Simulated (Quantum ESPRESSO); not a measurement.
# FePt: energy over the lowest, no spin polarisation against volume, fitted and tested on a withheld row

System: FePt, 1 Fe and 1 Pt in the cell, space group P4/mmm. From the study “FePt: orders under volume”.

Method: PBE; plane waves with GBRV 1.5 PBE potentials (Quantum ESPRESSO 7.5). Settings shared by all rows: cutoff 544.23 eV, 14×14×14 k-mesh, fermi-dirac occupations, smearing width 0.05 eV. Only a parallel start was run beside the spinless one, so opposed or spiral orders, which may lie lower, are not probed.

Results; the value marked ? is withheld:

```tsv
volume (factor)	energy over the lowest, no spin polarisation (meV an atom)
0.88	423.8
0.91	381.8
0.94	366.7
0.97	373.7
1	399.0
1.03	439.2
1.06	491.9
1.09	?
1.12	625.4
```

Q: Choose a law, fit it, and give the withheld energy over the lowest, no spin polarisation (volume = 1.09 factor).

**Law.** Energy against volume follows the Birch–Murnaghan form, which is a polynomial in the Eulerian strain: third order, a cubic in t = (V/1)^(−2/3) − 1. In symbols, E = c0 + c1 t + c2 t² + c3 t³, with energy over the lowest, no spin polarisation in meV an atom.

**Fit.** Least squares on 8 rows gives c0 = 398.987, c1 = -1662.95, c2 = 20772 and c3 = 11889.7.

```tsv
volume (factor)	t	computed	fit	computed − fit
0.88	0.088959	423.8	423.81	-0.01
0.91	0.064892	381.8	381.79	0.01
0.94	0.042113	366.7	366.68	0.02
0.97	0.020514	373.7	373.72	-0.02
1	0	399.0	398.99	0.01
1.03	-0.019513	439.2	439.26	-0.06
1.06	-0.038101	491.9	491.84	0.06
1.12	-0.072769	625.4	625.41	-0.01
```

The slope vanishes at t = 0.03874, so the minimum lies at V = 1 × (1 + t)^(−3/2) = 0.9446. That is the minimum of this magnetic state alone.

Shape and fractional positions are held, so this modulus can lie above that of a cell free to relax.

**Prediction.** At volume = 1.09 factor, t = -0.055833, so the law predicts 554.52 meV an atom. The computed value is 554.6 meV an atom, 0.08 above the prediction. The row lies between fitted rows, so this is an interpolation. The miss is 2.8 times the rms residual of the fit, 0.03.

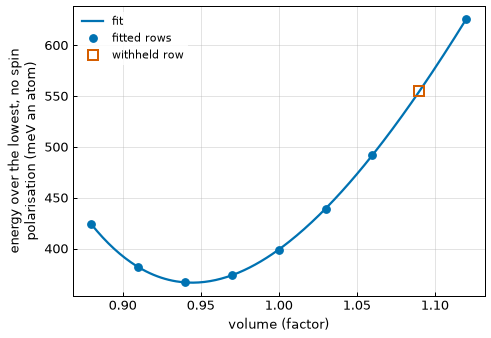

The rows, the fitted law and the withheld row.

[Logs and program files are shortened in this print: banners, set-up blocks, solver, clock and traceback lines can be left out without a mark of their own.]

[Logs are printed without paths, hosts, clocks, repeated set-up lines and the standing remarks that a program may print on its own settings, such as how far it seeks lower states.]

[Hosts, paths, dates, database ids (printed as entryN), source tags and the programs' standing remarks are cut or masked in the printed files.]

[Where a cell is said to come from a database of computed structures, the database is the Materials Project.]
